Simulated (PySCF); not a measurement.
# GeClF (SMILES [F][Ge][Cl]): SVWN5/STO-3G

What is the vertical singlet–triplet gap of GeClF at SVWN5/STO-3G? The job is set up through a Python script.

Program for the calculation: PySCF 2.14.0.

24 further runs of the same task are left out: 10 that didn't finish, 14 set aside as unsound or not needed.

### Step 1. The molecule

GeClF has 3 atoms, charge 0, and is taken as a singlet. As SMILES, `[F][Ge][Cl]`. The coordinates come from a PBE0-D4/def2-TZVP relaxation.

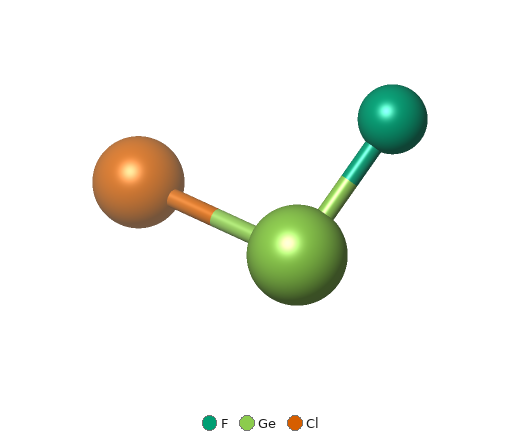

The structure, seen from a chosen angle (fluorine teal, germanium green, chlorine orange).

### Step 2. The energy at SVWN5/STO-3G

The input, mol.xyz:

```xyz
3
ClFGe
F      0.110400     1.418700     0.206200
Ge    -0.762800     0.035600    -0.410300
Cl     0.641600    -1.519100     0.191000
```

The input, input.py:

```python
# [F][Ge][Cl]
from pyscf import gto, dft

mol = gto.Mole()
mol.atom = 'mol.xyz'
mol.basis = 'sto-3g'
mol.max_memory = 1860
mol.spin = 0
mol.verbose = 3
mol.build()

ks = dft.RKS(mol, xc='svwn')
ks.conv_tol = 1e-10
ks.grids.level = 5
ks.kernel()
if not ks.converged:
    ks = ks.newton().run(ks.mo_coeff, ks.mo_occ)

etot = ks.e_tot
print(f'total energy: {etot:.8f} hartree')
```

Run with:

```
OMP_NUM_THREADS=1 python input.py
```

Log:

```text
converged SCF energy = -2601.12966117408
total energy: -2601.12966117 hartree
```

Run time: 2 s. Hardware: 1 thread of Intel Xeon Platinum 8488C (Sapphire Rapids), shared host; peak memory 0.15 GiB.

### Step 3. The triplet, same level

The input, job.py:

```python
from pyscf import gto, dft

mol = gto.M(
    atom='''
F        0.110400       1.418700       0.206200
Ge      -0.762800       0.035600      -0.410300
Cl       0.641600      -1.519100       0.191000
''',
    verbose=4,
    max_memory=1860,
    basis='sto-3g',
    spin=2,
)

calc0 = dft.UKS(mol, xc='svwn')
calc0.conv_tol = 1e-10
calc0.grids.level = 5
calc0.kernel()
if not calc0.converged:
    calc0 = calc0.newton().run(calc0.mo_coeff, calc0.mo_occ)

e_final = calc0.e_tot
print('Final energy', e_final)
```

Run with:

```
OMP_NUM_THREADS=1 python job.py
```

Log:

```text
PySCF version 2.14.0

[INPUT] num. atoms = 3
[INPUT] num. electrons = 58
[INPUT] charge = 0
[INPUT] spin (= nelec alpha-beta = 2S) = 2
[INPUT] symmetry False subgroup None
[INPUT] Mole.unit = angstrom
[INPUT] Symbol           X                Y                Z      unit          X                Y                Z       unit  Magmom
[INPUT]  1 F      0.110400000000   1.418700000000   0.206200000000 AA    0.208625764152   2.680954452920   0.389661526885 Bohr   0.0
[INPUT]  2 Ge    -0.762800000000   0.035600000000  -0.410300000000 AA   -1.441483087818   0.067274250035  -0.775354628909 Bohr   0.0
[INPUT]  3 Cl     0.641600000000  -1.519100000000   0.191000000000 AA    1.212448281521  -2.870682955827   0.360937689792 Bohr   0.0

nuclear repulsion = 246.377352051105
number of shells = 16
number of NR pGTOs = 96
number of NR cGTOs = 32
basis = sto-3g
ecp = {}

[... 36 lines left out ...]
[... the frontier-level lines of each cycle are left out ...]
[... 9 lines left out ...]
[... 5 lines left out ...]
[... 5 lines left out ...]
[... 5 lines left out ...]
[... 5 lines left out ...]
[... 5 lines left out ...]
[... 5 lines left out ...]
[... 5 lines left out ...]

cycle= 10 E= -2601.03947315059  delta_E= -1.9e-06  |g|= 8.21e-05  |ddm|= 0.00606


cycle= 11 E= -2601.03947316745  delta_E= -1.69e-08  |g|= 3.02e-05  |ddm|= 0.000921


cycle= 12 E= -2601.03947316791  delta_E= -4.6e-10  |g|= 1.96e-05  |ddm|= 0.000115


cycle= 13 E= -2601.03947316837  delta_E= -4.59e-10  |g|= 1.08e-06  |ddm|= 6.3e-05


cycle= 14 E= -2601.03947316838  delta_E= -7.28e-12  |g|= 1.31e-07  |ddm|= 5.21e-06


Extra cycle  E= -2601.03947316837  delta_E= 5.46e-12  |g|= 1.04e-06  |ddm|= 2.75e-06
converged SCF energy = -2601.03947316837  <S^2> = 2.000762  2S+1 = 3.000508
Final energy -2601.0394731683723
```

Wall time 5.4 s (1 thread of Intel Xeon Platinum 8488C (Sapphire Rapids), shared host); peak memory 0.15 GiB.

### Step 4. Results

At SVWN5/STO-3G:

| quantity | value |
| --- | --- |
| singlet: total energy | -2601.12966 Eh |
| singlet: dipole moment | 2.25 D |
| singlet: HOMO energy | -1.57 eV |
| singlet: LUMO energy | -0.62 eV |
| singlet: HOMO–LUMO gap | 0.95 eV |
| triplet: total energy | -2601.03947 Eh |
| triplet: dipole moment | 1.97 D |
| triplet: HOMO energy (highest over α and β) | -1.13 eV |
| triplet: ⟨S²⟩ | 2.001 |
| vertical energy of the triplet above the singlet | 2.454 eV |

**Reading.** At this shape the triplet lies 2.45 eV (57 kcal/mol) above the singlet. In a minimal basis such a difference can be off by several eV, whatever the method. Mulliken charges (triplet) run from -0.24 on Cl3 to +0.29 on Ge2.
